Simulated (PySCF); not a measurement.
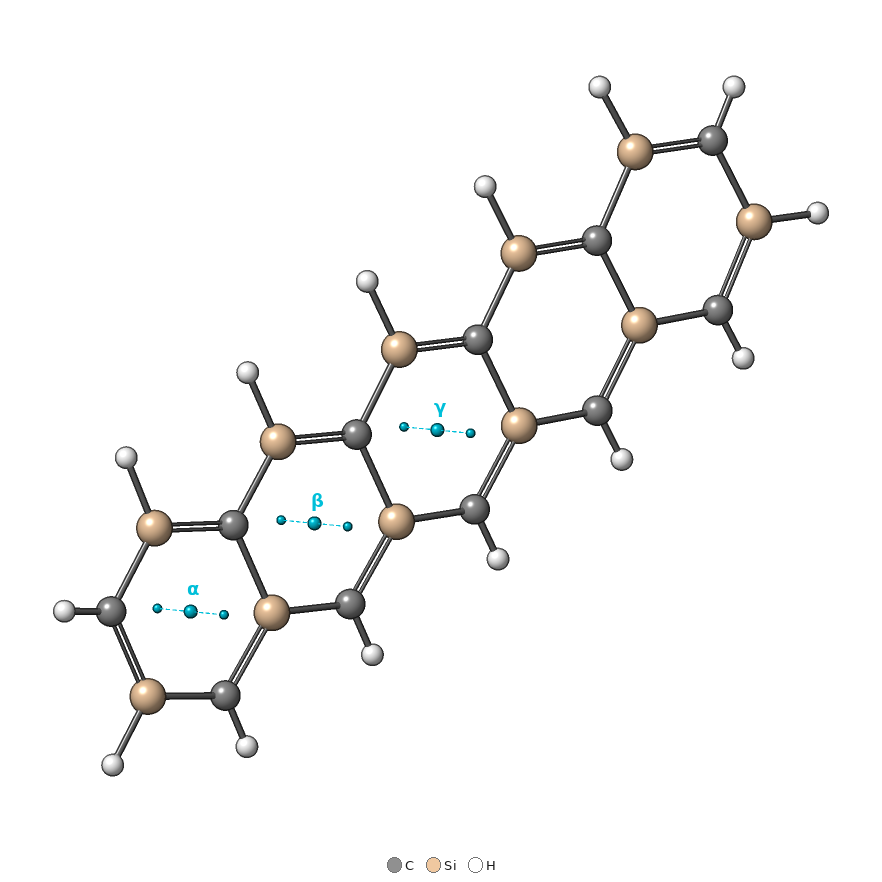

The small points mark where nucleus-independent chemical shifts (NICS) were computed: at the centre of each lettered ring and 1 Å above and below it. The geometry was computed by an optimisation with GFN2-xTB. No frequency run is at hand to confirm it as a minimum. Properties computed with GIAO KT3/pcSseg-1 NMR shielding, non-relativistic, gas phase (PySCF 2.14.0).

Give NICS(0), NICS(1) and the out-of-plane component NICS(1)zz for each ring (means of the two sides).

```
ring  members  NICS(0)  NICS(1)  NICS(1)zz
   α    C3Si3     −3.9     −3.2       −1.0
   β    C3Si3     −3.8     −3.0        0.6
   γ    C3Si3     −3.6     −2.8        1.2
```

Values in ppm.

**What do the values say about the ring currents?**

Ring α: weak, as in a non-aromatic ring. Ring β: weak, as in a non-aromatic ring. Ring γ: weak, as in a non-aromatic ring. NICS is one index among several.

The geometry is semi-empirical. Around Si such bond lengths and angles can be off by a tenth of an ångström or more and by several degrees, and values that hang on the shape move with them.
